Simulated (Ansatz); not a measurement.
# [NO3]− (nitrate) at 6 levels

Wanted: a comparison of 6 runs (BHLYP/STO-3G, UPBE0/STO-3G, revPBE/STO-3G, MP2/STO-3G, UMP2/STO-3G, CCSD/STO-3G) of [NO3]− (nitrate). 

Program for the calculation: Ansatz 0.2.0.

9 further runs of the same task are left out: 7 that didn't finish, 2 set aside as unsound or not needed.

**1. Starting point**

The species is [NO3]− (4 atoms), meant as a singlet with charge -1. SMILES: `O=[N+]([O-])[O-]`. The O3–N2 distance was set to 3.087 Å, away from the relaxed value. At this shape a bond of the SMILES string is far longer than usual.

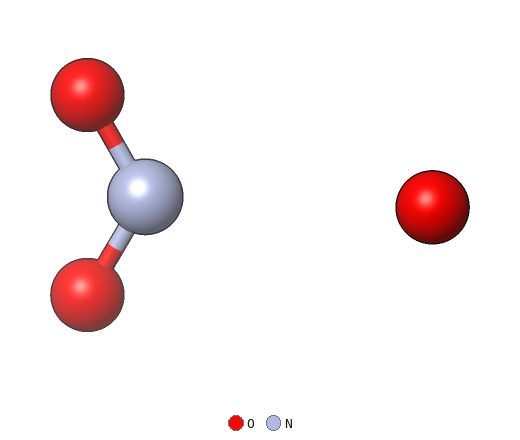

The structure, seen from a chosen angle (oxygen red, nitrogen light blue).

**2. The energy at BHLYP/STO-3G (run 1)**

Input file job.yaml:

```yaml
crystal:
  periodic: [false, false, false]
  atoms:
    - symbol: O
      position_ang: [-0.415123, 2.167858, 1.540185]
    - symbol: N
      position_ang: [-0.716843, 1.644128, 0.462955]
    - symbol: O
      position_ang: [0.467940, -1.101740, -0.303400]
    - symbol: O
      position_ang: [-1.468583, 2.232348, -0.320305]
basis:
  gaussian:
    orbitals: STO-3G
total_charge: -1
hamiltonian:
  xc: {name: BHLYP}
accuracy: high
```

On the command line:

```console
$ ansatz run job.yaml --threads 1 --pin off --max-ram 2610MiB --events-out events.jsonl --progress --plain --runs-dir runs
```

Output:

```text
Warning: RAYON_NUM_THREADS=1 ignored (pool sized by the plan → 1); use --threads N
Functional definition: BHLYP
  name "BHLYP"
  parameter a = 0.5
  exchange = (1 - a)*b88_x + a*exact_x
  correlation = lyp_c
334 factors; integrals over basis functions are off by at most 3.0e-8 eV
mean field evaluation 1: about -7472.3822 eV, gradient 3.5e1 eV
mean field evaluation 2: about -6874.8067 eV, gradient 2.6e1 eV
mean field evaluation 4: about -7472.7246 eV, gradient 2.7e1 eV
mean field evaluation 8: about -7507.8546 eV, gradient 1.3e1 eV
mean field evaluation 16: about -7509.4469 eV, gradient 9.1e-1 eV
mean field evaluation 32: about -7509.3963 eV, gradient 1.9e0 eV
mean field -7509.64633021 eV, -275.9744124141 hartree, gradient 2.8e-8 eV, S^2 0.000000; 4 other end points of the search recorded, 0 dependent functions left out
reference -7509.64634470 eV, -275.9744129465 hartree; 16, 16 occupied and 4, 4 virtual orbitals, 334 factors
Total energy: -7509.64634470 eV, -275.9744129465 hartree
```

Run time: 1.5 s. Hardware: 1 thread of Arm Neoverse V1, shared host; peak memory 0.091 GiB.

**3. A single-point energy at UPBE0/STO-3G (run 2)**

Input file input.yaml:

```yaml
crystal:
  periodic: [false, false, false]
  atoms:
    - {symbol: O, position_ang: [-0.415123, 2.167858, 1.540185]}
    - {symbol: "N", position_ang: [-0.716843, 1.644128, 0.462955]}
    - {symbol: O, position_ang: [0.467940, -1.101740, -0.303400]}
    - {symbol: O, position_ang: [-1.468583, 2.232348, -0.320305]}
basis:
  gaussian: {orbitals: STO-3G}
total_charge: -1
hamiltonian: {xc: {name: PBE0}}
magnetization: {spin_polarized: true}
accuracy: high
```

On the command line:

```console
$ ansatz run input.yaml --threads 1 --pin off --max-ram 2610MiB --events-out events.jsonl --progress --plain --runs-dir runs
```

Output:

```text
Warning: RAYON_NUM_THREADS=1 ignored (pool sized by the plan → 1); use --threads N
Functional definition: PBE0
  name "PBE0"
  parameter a = 0.25
  parameter kappa = 0.804
  parameter beta = 0.06672455060314922
  exchange = (1 - a)*pbe_x(kappa = kappa, mu = beta*pi^2/3) + a*exact_x
  correlation = pbe_c(beta = beta)
334 factors; integrals over basis functions are off by at most 3.0e-8 eV
mean field evaluation 1: about -7470.0609 eV, gradient 2.2e1 eV
mean field evaluation 2: about -6869.9283 eV, gradient 1.7e1 eV
mean field evaluation 4: about -7469.2312 eV, gradient 2.0e1 eV
mean field evaluation 8: about -7506.2966 eV, gradient 1.0e-2 eV
mean field evaluation 16: about -7508.2122 eV, gradient 1.0e-1 eV
mean field evaluation 32: about -7508.2213 eV, gradient 6.0e-3 eV
mean field evaluation 64: about -7508.2087 eV, gradient 1.7e-1 eV
mean field -7508.22231530 eV, -275.9220808314 hartree, gradient 2.0e-8 eV, S^2 1.000254; 7 other end points of the search recorded, 0 dependent functions left out
reference -7508.22231605 eV, -275.9220808591 hartree; 16, 16 occupied and 4, 4 virtual orbitals, 334 factors
Total energy: -7508.22231605 eV, -275.9220808591 hartree
```

Wall time 17 s (1 thread of Arm Neoverse V1, shared host); peak memory 0.12 GiB.

Runs 3 to 5 aren't shown in full; the table further down has their settings and results.

**4. The energy at CCSD/STO-3G (run 6)**

Input file input.yaml:

```yaml
basis:
  gaussian:
    orbitals: STO-3G
crystal:
  periodic: [false, false, false]
  atoms:
    - {symbol: O, position_ang: [-0.415123, 2.167858, 1.540185]}
    - {symbol: "N", position_ang: [-0.716843, 1.644128, 0.462955]}
    - {symbol: O, position_ang: [0.467940, -1.101740, -0.303400]}
    - {symbol: O, position_ang: [-1.468583, 2.232348, -0.320305]}
scf:
  omitted_lower_state_checks: [cluster_reference, increment]
correlation:
  method: ccsd
  frozen_orbitals: {"N": 1, O: 1}
total_charge: -1
accuracy: high
```

On the command line:

```console
$ ansatz run input.yaml --threads 1 --pin off --max-ram 2610MiB --events-out events.jsonl --progress --plain --runs-dir runs
```

Output:

```text
Warning: RAYON_NUM_THREADS=1 ignored (pool sized by the plan → 1); use --threads N
[... 14 lines left out ...]
4 core orbitals not correlated: weight in the atoms' cores, before any rotation towards them, 1.000 or more for the frozen orbitals, at most 0.000 for the correlated occupied ones
[... 141 lines left out ...]
Total energy: -7483.74069383 eV, -275.0223978368 hartree
Checks for a lower state left out: cluster_reference, increment
```

Wall time 0.64 s (1 thread of Arm Neoverse V1, shared host).

**5. The series**

```tsv
run	level	frozen core orbitals	energy (Eh)	wall time
1	BHLYP/STO-3G	–	-275.974413	1.5 s
2	UPBE0/STO-3G	–	-275.922081	17 s
3	revPBE/STO-3G	–	-276.081795	2.6 s
4	MP2/STO-3G	4	-274.978709	0.38 s
5	UMP2/STO-3G	4	-275.024454	1.8 s
6	CCSD/STO-3G	4	-275.022398	0.64 s
```

**6. What came out**

```
                                          quantity          value
                               run 6: total energy  -275.02240 Eh
run 6: correlation energy (4 core orbitals frozen)     -204.6 mEh
                              run 6: T1 diagnostic          0.017
```

What this shows: Totals of different functionals can't be ranked against each other. In runs 4, 6 the log says that unrestricted orbitals would lower the reference, so the values rest on an unstable closed-shell determinant (other closed-shell runs at this shape may share the fault). In runs 1, 2, 3, 4, 5, 6 the basis is minimal, so the values are rough. Spin contamination of the reference: run 5 ⟨S²⟩ = 1.51, run 2 ⟨S²⟩ = 1.00. Where it is this large, the reference is a mixture of spin states, and values that rest on it are in doubt. All runs together took 24 s, the longest 17 s.
